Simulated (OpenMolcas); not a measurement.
# Ni²⁺ with 4 ligands (oxide): CASSCF and CASPT2 levels and susceptibility

Which state of Ni²⁺ lies lowest among these ligands, how large is the field, and what χT follows?

The numbers are computed with OpenMolcas 26.06 (state-averaged CASSCF and CASPT2, spin-orbit coupling by RASSI with atomic mean-field integrals), except any that are marked as measured or tabulated.

## Step 1: Starting point

```
Species                           : Ni²⁺ (nickel, Z = 28, 26 electrons)
Basis                             : ANO-RCC-VDZP [5s4p2d1f], 90 functions with the ligands
Scalar Hamiltonian                : DKH2, point nucleus
Inactive shells                   : 1s 2s 2p 3s 3p of the metal, and all ligand shells
Active space                      : 8 electrons in 5 orbitals (3d)
Some configurations of this space : 3d⁸
Orbitals                          : optimised for each spin and parity, averaged over all roots
```

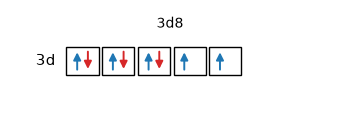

The shells outside the core, filled by Hund's rule for the drawing.

Ni²⁺ is taken with 4 ligands (oxide) in tetrahedron coordination (Td) at 1.86 Å. A charge of +1.5 e stands 2.4 Å behind each ligand. Ligand basis ANO-RCC-VDZP. The distances are assumed, not relaxed.

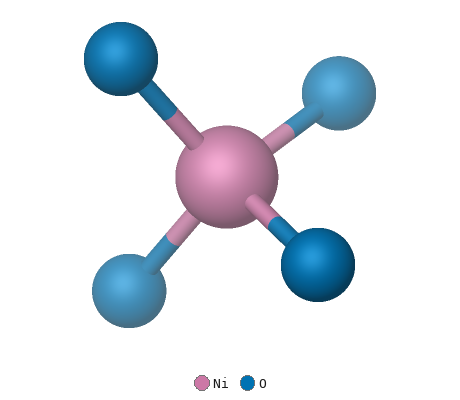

The cluster treated with basis functions (nickel pink, oxygen blue); what lies farther out is not drawn.

```xyz
5

Ni    0.0000    0.0000    0.0000
O     1.0739    1.0739    1.0739
O     1.0739   -1.0739   -1.0739
O    -1.0739    1.0739   -1.0739
O    -1.0739   -1.0739    1.0739
```

Each step is its own input file, run in one work folder so that later steps find the files of earlier ones. Labels, J, g values, rates, χT and fits are worked out afterwards by a script from the matrices that RASSI stores.

## Step 2: GATEWAY and SEWARD: basis and integrals

Input file a.inp:

```
&GATEWAY
Coord
5

Ni 0.0 0.0 0.0
O 1.073872 1.073872 1.073872
O 1.073872 -1.073872 -1.073872
O -1.073872 1.073872 -1.073872
O -1.073872 -1.073872 1.073872
Basis=Ni.ANO-RCC-VDZP,O.ANO-RCC-VDZP
Group=NoSym
NoMove
AngMom=0.0 0.0 0.0
AMFI
RICD
XField
4 Angstrom 0
2.459513 2.459513 2.459513 1.500000
2.459513 -2.459513 -2.459513 1.500000
-2.459513 2.459513 -2.459513 1.500000
-2.459513 -2.459513 2.459513 1.500000
&SEWARD
```

Command:

```bash
$ OMP_NUM_THREADS=1 MOLCAS_MEM=2457 MOLCAS_PROJECT=a pymolcas a.inp > a.log
```

## Step 3: Reference wave functions, triplets, 10 roots

Input file a.inp:

```
&RASSCF
FileOrb=start.orb
Symmetry=1
Spin=3
nActEl=8 0 0
Inactive=29
Ras2=5
CIRoot=10 10 1
SDav=10
CIMx=300
Iter=150 100
PrWF=0.3
OrbListing=Nothing
MaxOrb=0
LevShft=1.0
>>> COPY $Project.JobIph JOB001
```

start.orb holds start orbitals that the driver prepared beforehand, or those of the step before.

## Step 4: CASSCF: singlets, 15 roots

Input file a.inp:

```
&RASSCF
FileOrb=start.orb
Symmetry=1
Spin=1
nActEl=8 0 0
Inactive=29
Ras2=5
CIRoot=15 15 1
SDav=15
CIMx=300
Iter=150 100
PrWF=0.3
OrbListing=Nothing
MaxOrb=0
LevShft=1.0
>>> COPY $Project.JobIph JOB002
```

## Step 5: State interaction with spin-orbit coupling

Input file a.inp:

```
&RASSI
NrOfJobIphs=2 10 15
1 2 3 4 5 6 7 8 9 10
1 2 3 4 5 6 7 8 9 10 11 12 13 14 15
IphNames
JOB001
JOB002
EJob
SpinOrbit
DIPRint=1.0
SOCoupling=1000.0
Subsets=2
Property=9
'ANGMOM' 1 'ANGMOM' 2 'ANGMOM' 3 'MLTPL  1' 1 'MLTPL  1' 2 'MLTPL  1' 3
'AMFI' 1 'AMFI' 2 'AMFI' 3
SOProperty=3
'ANGMOM' 1 'ANGMOM' 2 'ANGMOM' 3
```

## Step 6: CASPT2: IPEA 0.25, imaginary shift 0.1 (closed shells correlated: 3s 3p of the metal, with ligand shells; the Frozen line counts the rest)

Input file a.inp:

```
>>> COPY JOB001 $Project.JobIph
&CASPT2
Multistate=10 1 2 3 4 5 6 7 8 9 10
NoMult
Frozen=9
IPEA=0.25
Imaginary=0.1
MaxIter=60
WThr=0.0 0.3 0.05
PrWF=0.5
NoMix
>>> COPY JOB002 $Project.JobIph
&CASPT2
Multistate=15 1 2 3 4 5 6 7 8 9 10 11 12 13 14 15
NoMult
Frozen=9
IPEA=0.25
Imaginary=0.1
MaxIter=60
WThr=0.0 0.3 0.05
PrWF=0.5
NoMix
```

(Steps that only read results are left out.)

What does the calculation give? Wanted: spin-free ground state; first state of the same spin within the active space; lowest level; next level.

As calculated:

| quantity | value |
| --- | --- |
| method | SS-CASPT2, IPEA 0.25, imaginary shift 0.1 (closed shells correlated: 3s 3p of the metal, with ligand shells; the Frozen line counts the rest) |
| spin-free ground state | 3T1, 3-fold in its orbital part |
| first state of the same spin within the active space | 3T2 at 2010 cm⁻¹ |
| lowest level | 1-fold A1 |
| next level | 328.0 cm⁻¹ |
| χT at 300 K | 2.63 cm³ K/mol |
| effective moment at 300 K | 4.58 μB |

Cost by method:

```
                                              method  time of its own steps  time with the reference
                                           A. CASSCF                   12 s                     12 s
B. SS-CASPT2, IPEA 0.25, imaginary shift 0.1, +3s 3p                   48 s                     59 s
```

Times are of one thread on a shared host.

What this shows: The spin-free ground state (3T1) comes to 100 % from free-ion F terms and keeps the highest spin of the shell. χT at 300 K is 2.63, against 1.00 cm³ K/mol for the spin alone, so orbital moment adds to it. A ligand-field fit to the states below 45000 cm-1 gives 10Dq = -4281 cm-1, B = 1056 cm-1 and C = 3416 cm-1 (C/B = 3.23), with a deviation of 600 cm-1. CASPT2 does not keep the components of a term degenerate, and the means are used. Bare point charges leave oxide and sulfide ligands too diffuse, so the field comes out too small. With one d shell, CASPT2 may overshoot the field of a late 3d ion.
